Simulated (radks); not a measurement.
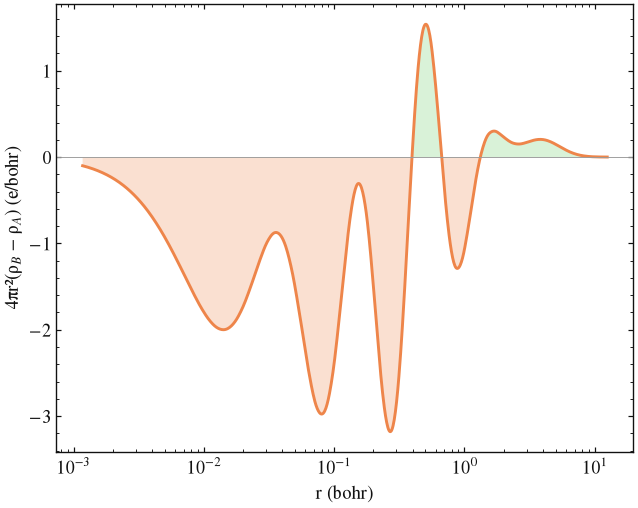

Two nuclei with the same 43 electrons, [Kr] 4d5 5s2 (high spin), were computed: Z = 42.75 with 43 electrons; Z = 43.75 with 43 electrons. All numbers are computed, not measured: scalar-relativistic Kohn-Sham, BLYP, spin-polarised, spherical densities, finite nucleus (the in-house radial solver radks).

The plot shows the radial density of run B less that of run A; on the logarithmic r axis, areas aren't charges.

Question: Which run is A and which is B? Where does the charge move?

Answer: A is Z = 43.75 with 43 electrons; B is Z = 42.75 with 43 electrons. B holds 1.2 electrons more than A where the difference is positive (most at r = 0.50 bohr) and 1.2 electrons fewer where it is negative (most at r = 0.27 bohr), with no net change. The larger nuclear charge draws every shell in.
